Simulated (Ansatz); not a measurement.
# triplet ZrCl4 at 6 levels

We compute a comparison of 6 runs (U-r2SCAN/def2-SVP, UB3LYP/def2-SVP, UPBE0/def2-SVP, USVWN5/def2-SVP, RPA@PBE/def2-SVP, UCCSD(T)/def2-SVP) of triplet ZrCl4. 

The results are computed with Ansatz 0.2.0.

2 further runs of the same task are left out: 2 set aside as unsound or not needed.

## 1. The molecule

The species is ZrCl4 (5 atoms), meant as a triplet with charge 0. As SMILES of the parent species, `Cl[Zr](Cl)(Cl)Cl`. The shape is that of a PBE0-D4/def2-TZVP optimisation. That shape belongs to the parent species and isn't relaxed for this state.

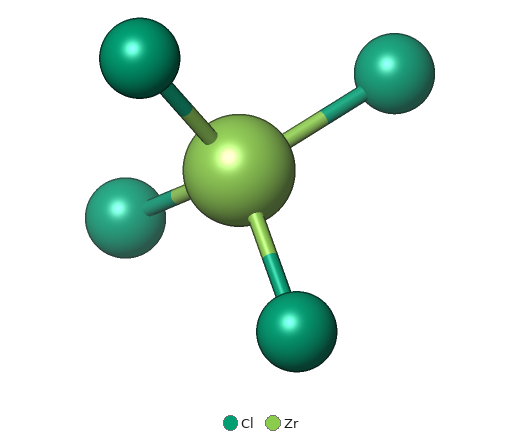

Viewed from a chosen angle; chlorine teal, zirconium green.

## 2. The energy at U-r2SCAN/def2-SVP (core potential) (run 1)

Contents of molecule.yaml:

```yaml
basis:
  gaussian: {orbitals: def2-SVP}
crystal:
  periodic: [false, false, false]
  atoms:
    - {symbol: Cl, position_ang: [-0.109970, -0.230800, 2.301810]}
    - {symbol: Zr, position_ang: [0.000020, 0.000000, -0.000020]}
    - {symbol: Cl, position_ang: [1.545400, -1.499220, -0.853260]}
    - {symbol: Cl, position_ang: [-2.081750, -0.430080, -0.919260]}
    - {symbol: Cl, position_ang: [0.646280, 2.160110, -0.529270]}
magnetization: {spin_polarized: true, initial_magnetization: 2}
hamiltonian: {xc: r2scan}
accuracy: high
output: {orbitals: {seedname: orbitals}}
```

Command:

```console
ansatz run molecule.yaml --threads 1 --pin off --max-ram 3480MiB --events-out events.jsonl --progress --plain --runs-dir runs
```

Log:

```text
Warning: RAYON_NUM_THREADS=1 ignored (pool sized by the plan → 1); use --threads N
Functional definition: r2SCAN
  name "r2SCAN"
  parameter k0 = 0.174
  parameter k1 = 0.065
  parameter a1 = 4.9479
  exchange = r2scan_x(k0 = k0, k1 = k1, a1 = a1)
  correlation = r2scan_c
2057 factors; integrals over basis functions are off by at most 7.0e-8 eV
mean field evaluation 1: about -51355.0641 eV, gradient 1.6e1 eV
mean field evaluation 2: about -51348.0178 eV, gradient 3.3e1 eV
mean field evaluation 4: about -51355.3604 eV, gradient 1.3e1 eV
mean field evaluation 8: about -51356.1118 eV, gradient 8.1e0 eV
mean field evaluation 16: about -51356.8053 eV, gradient 2.0e-3 eV
mean field evaluation 32: about -51356.0960 eV, gradient 5.3e0 eV
mean field evaluation 64: about -51356.7185 eV, gradient 9.9e-1 eV
mean field evaluation 96: about -51355.8010 eV, gradient 2.2e-1 eV
mean field evaluation 128: about -51356.8053 eV, gradient 9.0e-3 eV
mean field evaluation 160: about -51356.0004 eV, gradient 1.9e0 eV
mean field evaluation 192: about -51356.3904 eV, gradient 3.6e0 eV
mean field evaluation 224: about -51355.8682 eV, gradient 2.0e-1 eV
mean field evaluation 256: about -51356.7887 eV, gradient 3.7e-1 eV
mean field -51356.80529640 eV, -1887.3277837500 hartree, gradient 2.8e-8 eV, S^2 2.003528; 20 other end points of the search recorded, 0 dependent functions left out
reference -51356.80531677 eV, -1887.3277844983 hartree; 41, 39 occupied and 62, 64 virtual orbitals, 2057 factors
Total energy: -51356.80531677 eV, -1887.3277844983 hartree
```

Run time: 4.3 min. Hardware: 1 thread of Intel Xeon 6975P-C (Granite Rapids), shared host; peak memory 0.73 GiB.

## 3. A single-point energy at UB3LYP/def2-SVP (core potential) (run 2)

Contents of run.yaml:

```yaml
crystal:
  periodic: [false, false, false]
  atoms:
    - symbol: Cl
      position_ang: [-0.109970, -0.230800, 2.301810]
    - symbol: Zr
      position_ang: [0.000020, 0.000000, -0.000020]
    - symbol: Cl
      position_ang: [1.545400, -1.499220, -0.853260]
    - symbol: Cl
      position_ang: [-2.081750, -0.430080, -0.919260]
    - symbol: Cl
      position_ang: [0.646280, 2.160110, -0.529270]
basis:
  gaussian:
    orbitals: def2-SVP
magnetization:
  spin_polarized: true
  initial_magnetization: 2
hamiltonian:
  xc: {name: B3LYP}
accuracy: high
output:
  orbitals: {seedname: orbitals}
```

Command:

```console
ansatz run run.yaml --threads 1 --pin off --max-ram 3480MiB --events-out events.jsonl --progress --plain --runs-dir runs
```

Log, shortened:

```text
Warning: RAYON_NUM_THREADS=1 ignored (pool sized by the plan → 1); use --threads N
Functional definition: B3LYP
  name "B3LYP"
[...]
2057 factors; integrals over basis functions are off by at most 7.0e-8 eV
[...]
mean field -51360.82458485 eV, -1887.4754898761 hartree, gradient 3.2e-8 eV, S^2 2.004699; 10 other end points of the search recorded, 0 dependent functions left out
reference -51360.82462635 eV, -1887.4754914009 hartree; 41, 39 occupied and 62, 64 virtual orbitals, 2057 factors
Total energy: -51360.82462635 eV, -1887.4754914009 hartree
```

Wall time 69 s (1 thread of Intel Xeon 6975P-C (Granite Rapids), shared host); peak memory 0.92 GiB.

Runs 3 to 5 aren't shown in full; the table further down has their settings and results.

## 4. The energy at UCCSD(T)/def2-SVP (core potential) (run 6)

Contents of job.yaml:

```yaml
basis:
  gaussian:
    orbitals: def2-SVP
crystal:
  periodic: [false, false, false]
  atoms:
    - {symbol: Cl, position_ang: [-0.109970, -0.230800, 2.301810]}
    - {symbol: Zr, position_ang: [0.000020, 0.000000, -0.000020]}
    - {symbol: Cl, position_ang: [1.545400, -1.499220, -0.853260]}
    - {symbol: Cl, position_ang: [-2.081750, -0.430080, -0.919260]}
    - {symbol: Cl, position_ang: [0.646280, 2.160110, -0.529270]}
total_charge: 0
magnetization:
  spin_polarized: true
  initial_magnetization: 2
correlation:
  method: ccsd_t
  frozen_orbitals: {Cl: 5, Zr: 0}
accuracy: high
scf:
  omitted_lower_state_checks: [cluster_reference, increment]
```

Command:

```console
ansatz run job.yaml --threads 1 --pin off --max-ram 3480MiB --events-out events.jsonl --progress --plain --runs-dir runs
```

Log:

```text
Warning: RAYON_NUM_THREADS=1 ignored (pool sized by the plan → 1); use --threads N
[... 24 lines left out ...]
20 core orbitals not correlated: weight in the atoms' cores, before any rotation towards them, 1.000 or more for the frozen orbitals, at most 0.000 for the correlated occupied ones
[... 75 lines left out ...]
Total energy: -51290.44833820 eV, -1884.8892105144 hartree
Checks for a lower state left out: cluster_reference, increment
```

Wall time 5.8 min (1 thread of Intel Xeon 6975P-C (Granite Rapids), shared host); peak memory 1.4 GiB.

## 5. Overview of the runs

```csv
run,level,frozen core orbitals,energy (Eh),HOMO energy (eV),⟨S²⟩,wall time
1,U-r2SCAN/def2-SVP (core potential),–,-1887.327784,-3.12,2.004,4.3 min
2,UB3LYP/def2-SVP (core potential),–,-1887.475491,-3.81,2.005,69 s
3,UPBE0/def2-SVP (core potential),–,-1886.787292,-4.22,2.006,72 s
4,USVWN5/def2-SVP (core potential),–,-1881.381658,-2.63,2.001,27 s
5,RPA@PBE/def2-SVP (core potential),20,-1885.241467,–,2.002,2.3 min
6,UCCSD(T)/def2-SVP (core potential),20,-1884.889211,–,2.011,5.8 min
```

## 6. Summary of results

| quantity | value |
| --- | --- |
| run 6: total energy | -1884.88921 Eh |
| run 6: correlation energy (20 core orbitals frozen) | -802.6 mEh |
| run 6: (T) correction | -23.63 mEh |
| run 6: ⟨S²⟩ of the reference determinant | 2.011 |
| run 6: T1 diagnostic | 0.048 |

In words: Totals of different functionals can't be ranked against each other. All runs together took 15 min, the longest 5.8 min.
